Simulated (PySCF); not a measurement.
| atom | x (Å) | y (Å) | z (Å) |
| --- | --- | --- | --- |
| Si | 0.2017 | 2.0841 | -0.8481 |
| F | 0.3471 | 3.5949 | -1.4623 |
| Si | 2.3592 | 1.1871 | -0.6725 |
| Si | 2.1298 | -0.9715 | 0.2032 |
| Si | 0.7985 | -2.2654 | -1.2249 |
| Si | -1.3269 | -1.3045 | -1.4393 |
| Si | -1.1213 | 0.8478 | -2.3356 |
| Si | -2.3267 | -1.1914 | 0.6755 |
| Si | -1.0186 | 0.1104 | 2.1170 |
| Si | 1.1051 | -0.8590 | 2.3061 |
| Si | -0.8172 | 2.2767 | 1.2535 |
| H | 3.0542 | 1.1742 | -1.9675 |
| H | 3.2298 | 2.0201 | 0.1693 |
| H | 3.4648 | -1.5825 | 0.3298 |
| H | 0.7004 | -3.6477 | -0.7375 |
| H | 1.4370 | -2.4180 | -2.5386 |
| H | -2.1572 | -2.1225 | -2.3413 |
| H | -0.5368 | 0.8140 | -3.6838 |
| H | -2.4334 | 1.4732 | -2.5529 |
| H | -2.5302 | -2.5374 | 1.2279 |
| H | -3.6918 | -0.6578 | 0.5819 |
| H | -1.6558 | 0.1802 | 3.4438 |
| H | 1.0193 | -2.1916 | 2.9185 |
| H | 1.9392 | -0.1080 | 3.2538 |
| H | -2.1223 | 2.9479 | 1.1693 |
| H | -0.0478 | 3.1467 | 2.1545 |

Geometry: GFN2-xTB.

Level of theory: PBE0/pcSseg-1, SCF density, gas phase, non-relativistic (PySCF 2.14.0).

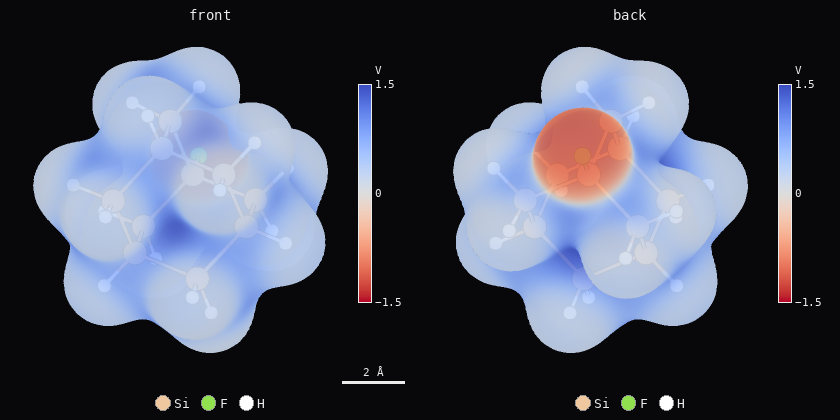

FH15Si10 (SMILES F[Si]12[SiH2][SiH]3[SiH2][SiH]([SiH2][SiH]([SiH2]3)[SiH2]1)[SiH2]2). The molecular electrostatic potential painted on the density surface at 0.002 e/bohr³, seen from the front and from behind; red is negative and blue positive.

### Describe the electrostatic potential map.

The most negative region (about −1.1 V) lies over F2, the most positive (about +1.4 V) over the Si atoms.

### How polar is the molecule by this calculation?

Its dipole moment is 1.61 D.
